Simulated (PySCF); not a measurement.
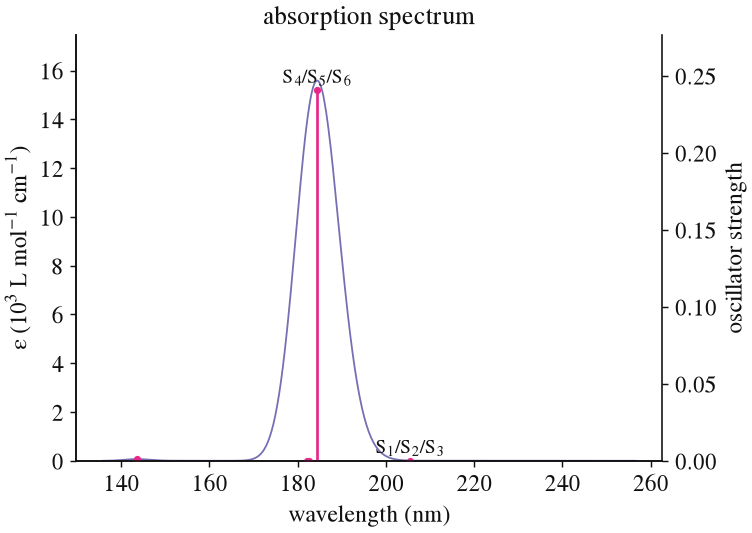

Vertical TDDFT excitations, CAM-B3LYP/def2-SVPD in PySCF 2.14.0, at a PBE0-D3(BJ)/def2-SVP geometry (no frequency check), gas phase. The lowest 10 singlet states are shown; each is broadened by a Gaussian of 1/e half-width 0.25 eV. Sticks give oscillator strengths (right axis). States within 0.01 eV of each other are merged, with their strengths summed. The highest state may be half of a pair whose partner wasn't computed.

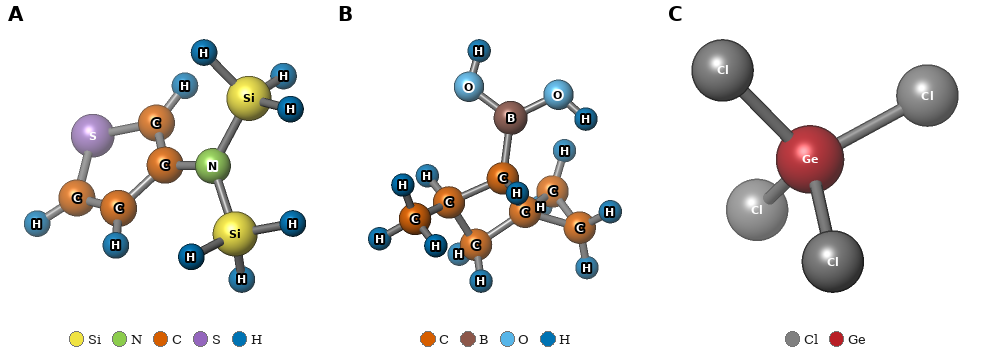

Which molecule gives this spectrum? Choose among the lettered structures.

Structure C, GeCl₄, SMILES [Cl][Ge]([Cl])([Cl])[Cl], singlet. Its lowest singlet lies at 6.03 eV (f = 0.000) and the brightest of those computed is S4/S5/S6 at 6.72 eV (184 nm), f = 0.240, mainly HOMO−3/HOMO−4/HOMO−5 → LUMO.

Note: core orbitals are frozen in the response.
